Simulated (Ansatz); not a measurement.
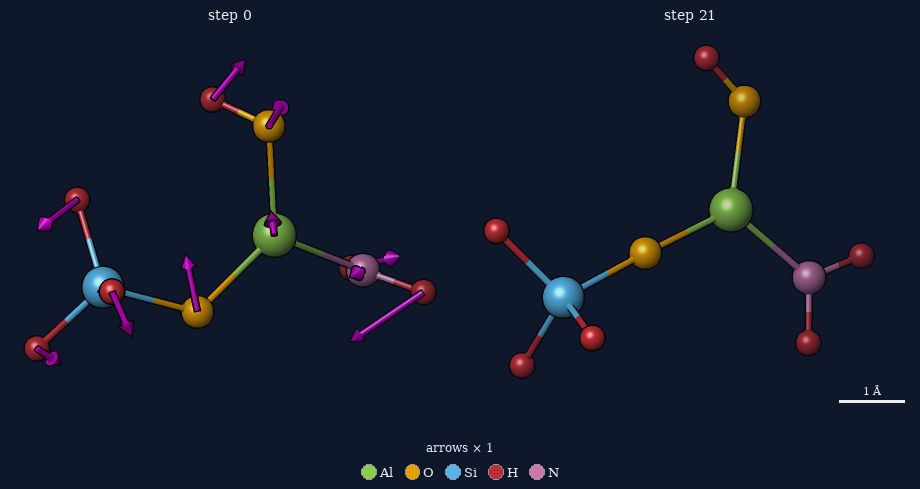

The structure of AlSiNH6O2 before (left) and after (right) a relaxation, at one scale. The purple arrows give the displacements, at their true length.

Style: ball-and-stick. Shown at a tilt.

The run prepares the start of a later molecular dynamics calculation, from a guessed geometry.

Method: Ansatz 0.2.0, RKS B3LYP-D4/def2-SVP.

Input
```yaml
crystal:
  periodic: [false, false, false]
  atoms:
    - { symbol: Al, position_ang: [0.0, 0.0, 0.0] }
    - { symbol: O, position_ang: [0.0, 0.0, 1.78] }
    - { symbol: Si, position_ang: [-1.3147, -0.4067, 2.7436] }
    - { symbol: H, position_ang: [-2.239, -1.2403, 1.9804] }
    - { symbol: H, position_ang: [-0.8506, -1.1432, 3.9157] }
    - { symbol: H, position_ang: [-1.9987, 0.8095, 3.1733] }
    - { symbol: "N", position_ang: [1.6627, 0.0, -0.96] }
    - { symbol: H, position_ang: [2.1293, -0.9179, -1.2118] }
    - { symbol: H, position_ang: [2.1141, 0.9179, -1.2382] }
    - { symbol: O, position_ang: [-1.5415, 0.0, -0.89] }
    - { symbol: H, position_ang: [-2.0512, -0.8467, -0.6815] }
basis:
  gaussian: { orbitals: def2-SVP }
hamiltonian:
  xc: b3lyp
  dispersion: d4
relax:
  f_tol: 0.02
  max_steps: 40
```

Launched with:
```bash
ansatz run input.yaml --threads 4 --pin off --max-ram 5120MiB --backend cpu --events-out ev --progress --plain --runs-dir out
```

Question: What changed between the two?

Answer: H9 moves most after the best rigid fit: 1.41 Å. Largest moves by element: H 1.41 Å, O 1.03 Å, Al 0.46 Å, N 0.36 Å, Si 0.17 Å. Some distances before and after: Al1–N7 1.920 → 1.760 Å, Al1–O10 1.780 → 1.699 Å, O10–H11 1.010 → 0.960 Å, N7–H8 1.060 → 1.014 Å. Bond angles that change, for instance: Al1–O2–Si3 125.0° → 178.4°, Al1–O10–H11 109.5° → 125.8°, H8–N7–H9 120.0° → 110.5°. Groups turn about Al1–N7 by about 90°, Al1–O10 by about 65°. After 18 accepted moves (21 points after the start) the energy has fallen by 1.186 eV. The largest force component goes from 2 to 0.00089 eV/Å. The line search rejected the trial steps at points 11, 14, 20 of the run. The forces were under the threshold at step 12, but the run went on from there. Cost: 33 s on 4 threads of Arm Neoverse V1 (shared host), peak memory 0.24 GiB.
